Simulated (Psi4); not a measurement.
# AlF3 (SMILES F[Al](F)F): SVWN5/6-311+G(d,p)

What is the energy change on altering one bond length of AlF3 at SVWN5/6-311+G**? 

Program for the calculation: Psi4 1.11.

### Step 1. The system as given

AlF3 has 4 atoms, charge 0, and is taken as a singlet. As SMILES, `F[Al](F)F`. The coordinates come from a PBE0-D4/def2-TZVP relaxation.

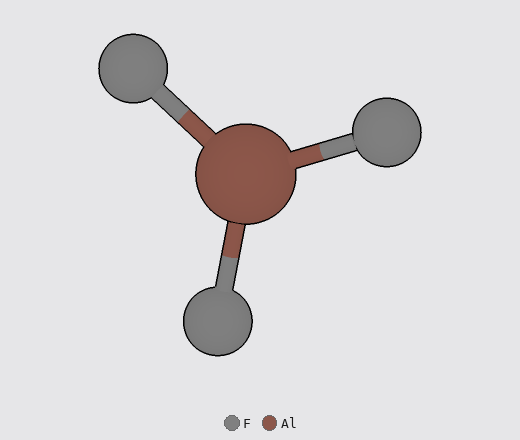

The structure, seen from a chosen angle (fluorine grey, aluminium brown).

### Step 2. The energy at SVWN5/6-311+G(d,p)

job.inp

```
memory 2200 MB

molecule {
  F
  Al 1 1.628959
  F 2 1.62896 1 120.00107
  F 2 1.628957 1 119.99909 3 179.99852
  symmetry c1
}

set basis 6-311+G**
set reference rks
set puream true
set e_convergence 1e-09
set d_convergence 1e-08
set scf_type pk
set dft_radial_points 99
set dft_spherical_points 590

E, wfn = energy("scf", dft_functional={"name": "SVWN5", "x_functionals": {"LDA_X": {}}, "c_functionals": {"LDA_C_VWN": {}}}, return_wfn=True)
oeprop(wfn, "LOWDIN_CHARGES", "MAYER_INDICES", "WIBERG_LOWDIN_INDICES")
print_variables()
```

The run is started by

```bash
psi4 job.inp job.out -n 1
```

job.out:

```text
[...]
  Running in c1 symmetry.
[...]
  Nuclear repulsion =  159.600555430135813
[...]
  Multiplicity = 1
[...]
  Nalpha       = 20
  Nbeta        = 20
[...]
    Number of basis functions: 96
[...]
   @RKS iter   1:  -539.11737711330852   -4.87871e-01   9.14884e-03 ADIIS/DIIS
[...]
   @RKS iter  10:  -539.34320010712372   -1.68257e-11   4.54684e-09 DIIS
[...]
    Orbital Energies [Eh]
    ---------------------
    Doubly Occupied:
       1A    -55.189111     2A    -24.090425     3A    -24.090424
       4A    -24.090415     5A     -3.981858     6A     -2.614338
       7A     -2.609426     8A     -2.609426     9A     -1.088450
      10A     -1.075759    11A     -1.075758    12A     -0.471448
      13A     -0.430408    14A     -0.430407    15A     -0.409933
      16A     -0.396605    17A     -0.396605    18A     -0.389637
      19A     -0.389636    20A     -0.370084
[...]
  @RKS Final Energy:  -539.34320010712372
   => Energetics <=
    Nuclear Repulsion Energy =            159.6005554301358131
    One-Electron Energy =               -1073.3865897181690343
    Two-Electron Energy =                 421.6103052006200755
    DFT Exchange-Correlation Energy =     -47.1674710197106606
    Empirical Dispersion Energy =           0.0000000000000000
    VV10 Nonlocal Energy =                  0.0000000000000000
    Total Energy =                       -539.3432001071237210
[...]
 Multipole Moments:
 ------------------------------------------------------------------------------------
     Multipole            Electronic (a.u.)      Nuclear  (a.u.)        Total (a.u.)
 ------------------------------------------------------------------------------------
 L = 1.  Multiply by 2.5417464519 to convert [e a0] to [Debye]
 Dipole X            :         -0.0000329           -0.0000034           -0.0000363
 Dipole Y            :         -0.0000228           -0.0000024           -0.0000251
 Dipole Z            :         -0.0000031           -0.0000003           -0.0000035
 Magnitude           :                                                    0.0000443
[...]
```

It took 9.6 s on 1 thread of Intel Xeon at 2.50GHz (Skylake/Cascade Lake), shared host; peak memory 0.49 GiB.

### Step 3. The distorted shape: energy and gradient at SVWN5/6-311+G(d,p)

alf3.xyz

```xyz
4
AlF3
F      1.579744    -0.416345     1.405214
Al     0.720334     0.306235     0.225044
F     -1.440740    -0.612530    -0.450110
F      1.301664     1.641375    -0.504996
```

calc.py

```python
import psi4

psi4.set_memory('2200 MB')
psi4.set_num_threads(1)
psi4.set_output_file('psi4.out', False)

with open('alf3.xyz') as f:
    atoms = ''.join(f.readlines()[2:])
molecule = psi4.geometry('0 1\n' + atoms + 'symmetry c1')

options = {'basis': '6-311+G**', 'puream': True, 'e_convergence': 1e-09, 'd_convergence': 1e-08, 'scf_type': 'pk', 'dft_radial_points': 99, 'dft_spherical_points': 590}
psi4.set_options(options)

result, w = psi4.gradient('scf', dft_functional={"name": "SVWN5", "x_functionals": {"LDA_X": {}}, "c_functionals": {"LDA_C_VWN": {}}}, molecule=molecule, return_wfn=True)
psi4.oeprop(w, 'QUADRUPOLE', 'WIBERG_LOWDIN_INDICES', 'DIPOLE', title='SCF')
print('gradient / Eh bohr^-1')
print(result.np.round(6))
print(f'energy = {w.energy():.10f} Eh')
for k, v in sorted(psi4.core.scalar_variables().items()):
    print(f'{k:45s} {v:18.10f}')
```

The run is started by

```bash
python calc.py
```

psi4.out:

```text
[...]
  Running in c1 symmetry.
[...]
  Nuclear repulsion =  140.694585766858779
[...]
  Multiplicity = 1
[...]
  Nalpha       = 20
  Nbeta        = 20
[...]
    Number of basis functions: 96
[...]
   @RKS iter   1:  -538.96778935371833   -5.51600e-01   9.39241e-03 ADIIS/DIIS
[...]
   @RKS iter  13:  -539.23339368511563   -5.68434e-13   1.96256e-09 DIIS
[...]
    Orbital Energies [Eh]
    ---------------------
    Doubly Occupied:
       1A    -55.263460     2A    -24.127295     3A    -24.127289
       4A    -24.027159     5A     -4.047658     6A     -2.680226
       7A     -2.675220     8A     -2.675196     9A     -1.119278
      10A     -1.110694    11A     -0.963608    12A     -0.496678
      13A     -0.462217    14A     -0.436380    15A     -0.436259
      16A     -0.422240    17A     -0.412737    18A     -0.338714
      19A     -0.292599    20A     -0.290872
[...]
  @RKS Final Energy:  -539.23339368511563
   => Energetics <=
    Nuclear Repulsion Energy =            140.6945857668587792
    One-Electron Energy =               -1035.0624285904391400
    Two-Electron Energy =                 402.1281948274266824
    DFT Exchange-Correlation Energy =     -46.9937456889620435
    Empirical Dispersion Energy =           0.0000000000000000
    VV10 Nonlocal Energy =                  0.0000000000000000
    Total Energy =                       -539.2333936851156295
[...]
  -Total Gradient:
     Atom            X                  Y                   Z
    ------   -----------------  -----------------  -----------------
       1       -0.002125914816     0.007043656564    -0.007323407851
       2        0.070289687179     0.029883309781     0.021958474745
       3       -0.068119960565    -0.028960394876    -0.021281753400
       4       -0.000095419434    -0.007988525592     0.006630538853
[...]
 Multipole Moments:
 ------------------------------------------------------------------------------------
     Multipole            Electronic (a.u.)      Nuclear  (a.u.)        Total (a.u.)
 ------------------------------------------------------------------------------------
 L = 1.  Multiply by 2.5417464519 to convert [e a0] to [Debye]
 Dipole X            :          0.9494638            0.0671954            1.0166592
 Dipole Y            :          0.4036270            0.0285639            0.4321910
 Dipole Z            :          0.2966115            0.0209911            0.3176026
 Magnitude           :                                                    1.1494591
 L = 2.  Multiply by 1.3450342976 to convert [e a0^2] to [Debye ang]
 Quadrupole XX       :       -207.2027895          180.9466976          -26.2560918
 Quadrupole XY       :        -70.8047418           67.2056972           -3.5990445
[...]
```

Standard output:

```text
gradient / Eh bohr^-1
[[-2.1260e-03  7.0440e-03 -7.3230e-03]
 [ 7.0290e-02  2.9883e-02  2.1958e-02]
 [-6.8120e-02 -2.8960e-02 -2.1282e-02]
 [-9.5000e-05 -7.9890e-03  6.6310e-03]]
energy = -539.2333936851 Eh
CURRENT ENERGY                                   -539.2333936851
CURRENT REFERENCE ENERGY                         -539.2333936851
DD SOLVATION ENERGY                                 0.0000000000
DFT FUNCTIONAL TOTAL ENERGY                      -539.2333936851
DFT TOTAL ENERGY                                 -539.2333936851
DFT VV10 ENERGY                                     0.0000000000
DFT XC ENERGY                                     -46.9937456890
GRID ELECTRONS ALPHA                               20.0000013079
GRID ELECTRONS BETA                                20.0000013079
GRID ELECTRONS TOTAL                               40.0000026157
NUCLEAR REPULSION ENERGY                          140.6945857669
ONE-ELECTRON ENERGY                             -1035.0624285904
PCM POLARIZATION ENERGY                             0.0000000000
PE ENERGY                                           0.0000000000
SCF ITERATION ENERGY                             -539.2333936851
SCF ITERATIONS                                     13.0000000000
SCF TOTAL ENERGY                                 -539.2333936851
TWO-ELECTRON ENERGY                               402.1281948274
XC GRID RADIAL POINTS                              99.0000000000
XC GRID SPHERICAL POINTS                          590.0000000000
XC GRID TOTAL POINTS                           227795.0000000000
```

Run time: 16 s. Hardware: 1 thread of Intel Xeon at 2.50GHz (Skylake/Cascade Lake), shared host; peak memory 0.48 GiB.

### Step 4. What came out

At SVWN5/6-311+G**:

```
                                                          quantity          value
                                         first shape: total energy  -539.34320 Eh
                                        first shape: dipole moment         0.00 D
                                          first shape: HOMO energy      -10.07 eV
                                          first shape: LUMO energy       -2.89 eV
                                        first shape: HOMO–LUMO gap        7.18 eV
                                     distorted shape: total energy  -539.23339 Eh
                                    distorted shape: dipole moment         2.92 D
                                      distorted shape: HOMO energy       -7.92 eV
                                      distorted shape: LUMO energy       -5.19 eV
                                    distorted shape: HOMO–LUMO gap        2.73 eV
                         distorted shape: largest force on an atom     4.087 eV/Å
energy change with the Al2–F3 bond stretched from 1.629 to 2.443 Å       2.988 eV
```

In words: With the Al2–F3 bond stretched from 1.629 to 2.443 Å the energy rises by 2.99 eV (69 kcal/mol). The first shape isn't relaxed at this level, so the change isn't measured from a minimum.
